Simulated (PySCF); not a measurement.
C4H10Cl2Si (SMILES CCC[SiH2]C(Cl)Cl)

```xyz
17

C    -2.7222    0.1015    0.2439
C    -1.4591    0.1211   -0.6084
C    -0.2012   -0.0129    0.2485
Si    1.3934    0.0075   -0.7715
C     2.8743   -0.1704    0.4515
Cl    2.7422   -1.7022    1.3378
Cl    2.8710    1.1852    1.5969
H    -2.7143    0.9236    0.9563
H    -3.6073    0.1973   -0.3805
H    -2.7931   -0.8317    0.7985
H    -1.4958   -0.6964   -1.3308
H    -1.4166    1.0543   -1.1731
H    -0.1847    0.8003    0.9785
H    -0.2636   -0.9414    0.8217
H     1.6133    1.2771   -1.4680
H     1.5035   -1.1295   -1.6884
H     3.8532   -0.1714   -0.0228
```

Geometry: GFN2-xTB.

Method: PBE0/pcSseg-1, SCF density, gas phase, non-relativistic (PySCF 2.14.0).

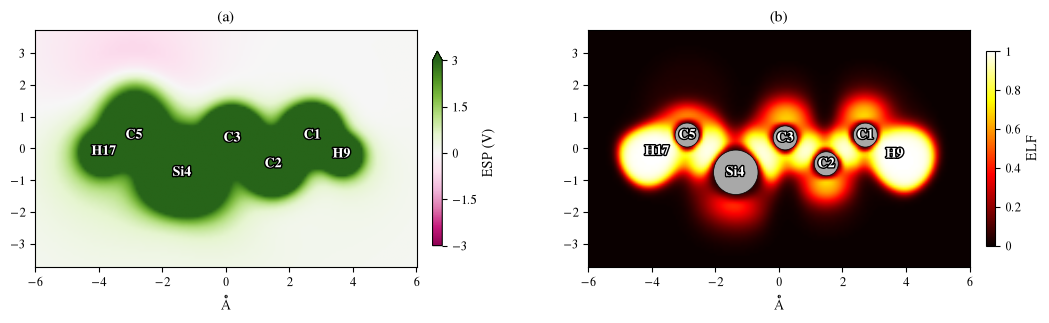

Figure 1. (a) electrostatic potential; (b) ELF on the plane of atoms C3, Si4 and C5. Grey discs cover the atomic cores in the ELF map.

What do the fields say about this system?

Answer.
- The plane passes through C, Si and H nuclei.
- C–C (1.52 Å): the ELF peaks at about 0.95 between the atoms: a covalent bond.
- C–Si (1.89 Å): the ELF peaks at about 0.95 between the atoms (localised, covalent bonding).
- C–H (1.09 Å): the ELF climbs to about 1 towards the hydrogen, as it does in any bond to H; an ordinary covalent bond to hydrogen.
- Outside the dense part of the molecule the potential is most negative (−0.7 V) near Cl6, which lies off the plane.

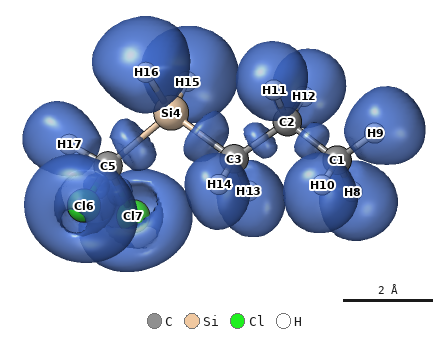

Figure 2. Isosurface of the electron localisation function at 0.8 (blue), seen at an oblique angle. Core shells and regions of very low density are left out.

What do the ELF domains correspond to?

Answer. The ELF exceeds this value in two regions between bonded C–C atoms (shared pairs), two regions between bonded C–Cl atoms (shared pairs), two regions between bonded C–Si atoms (shared pairs), ten regions around hydrogen nuclei and two rings or bowls of non-bonding electrons around Cl.


 C–Cl (1.77 Å): the ELF peaks at about 0.90 between the atoms; a shared electron pair.

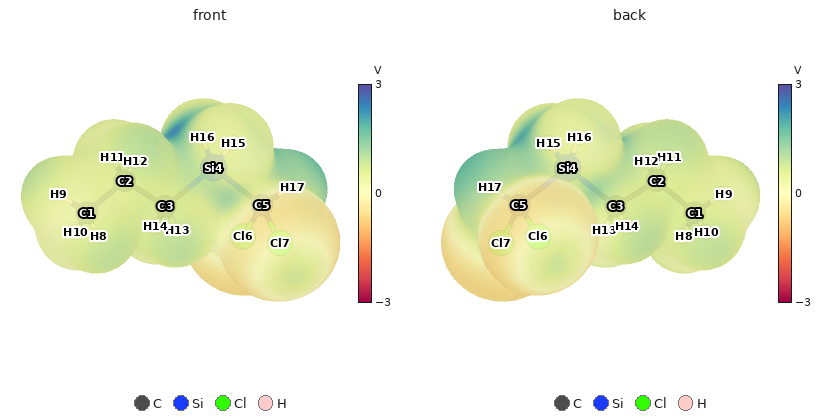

Figure 3. The molecular electrostatic potential painted on the density surface at 0.004 e/bohr³, seen from the front and from behind; the colour scale runs from red (negative) to blue (positive).

Describe the electrostatic potential map.

Answer. The most negative region (about −0.6 V, or −14 kcal/mol for a unit charge) lies over Cl6 and Cl7, the most positive (about +2.1 V, or +48 kcal/mol for a unit charge) over Si4. Cl6 shows a σ-hole: about +0.8 V, or +18 kcal/mol for a unit charge at the tip opposite its bond, against about −0.3 V, or −7 kcal/mol for a unit charge on its flanks. Cl7 shows a σ-hole: about +0.8 V, or +18 kcal/mol for a unit charge at the tip opposite its bond, against about −0.3 V on its flanks.

What dipole moment does the calculation give?

Answer. Its dipole moment is 2.00 D.
